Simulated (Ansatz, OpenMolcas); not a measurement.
# How basis sets differ on InF (SMILES [F][In])

The species is InF (2 atoms), meant as a singlet with charge 0. As SMILES, `[F][In]`. The coordinates come from a PBE0-D4/def2-TZVP relaxation.

```jsonl
{"atom": "F", "x (Å)": "0.0000", "y (Å)": "0.0000", "z (Å)": "0.0159"}
{"atom": "In", "x (Å)": "0.0000", "y (Å)": "0.0000", "z (Å)": "2.0096"}
```

Each level gives the vertical energy of the triplet above the singlet (eV). The values are calculated.

```json
{"level": "CCSD(T)/STO-3G", "kind": "coupled cluster or CI", "program": "Ansatz", "value (eV)": "2.88", "less CCSD(T)/def2-TZVPP": "-0.92", "CPU time (all runs)": "2.4 s"}
{"level": "CCSD(T)/ANO-RCC-VDZ (DKH2), open shells restricted", "kind": "coupled cluster or CI", "program": "OpenMolcas", "value (eV)": "3.60", "less CCSD(T)/def2-TZVPP": "-0.20", "CPU time (all runs)": "9.1 s"}
{"level": "CCSD(T)/ANO-RCC-VDZP (DKH2), open shells restricted", "kind": "coupled cluster or CI", "program": "OpenMolcas", "value (eV)": "3.80", "less CCSD(T)/def2-TZVPP": "0.00", "CPU time (all runs)": "17 s"}
{"level": "CCSD(T)/def2-TZVPP (core potential), open shells restricted", "kind": "coupled cluster or CI", "program": "OpenMolcas", "value (eV)": "3.80", "less CCSD(T)/def2-TZVPP": "0.00", "CPU time (all runs)": "74 s"}
```

Differences are taken from CCSD(T)/def2-TZVPP (core potential), open shells restricted for orientation; it has basis-set and higher-order errors of its own. All-electron rows without a relativistic Hamiltonian named are non-relativistic, while core potentials hold scalar relativity, so basis and relativity change together. Spin-orbit coupling, which can split open shells on such heavy atoms by tenths of an eV, is left out. The values span 2.88 to 3.80 eV. High-level rows in very small sets aren't better than simpler rows in larger ones. In the correlated wave-function rows the outer d shell of In is correlated, in sets not made for it. CPU times are rough (shared hosts, several kinds of processor): they show what a rung costs within a factor of a few.

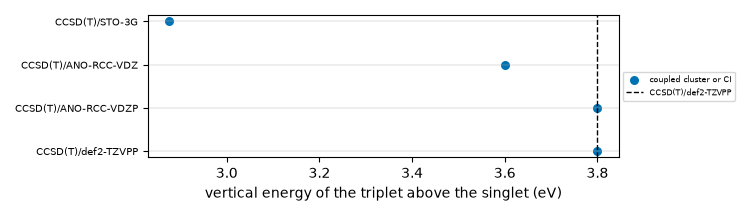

The values of the table, level by level.
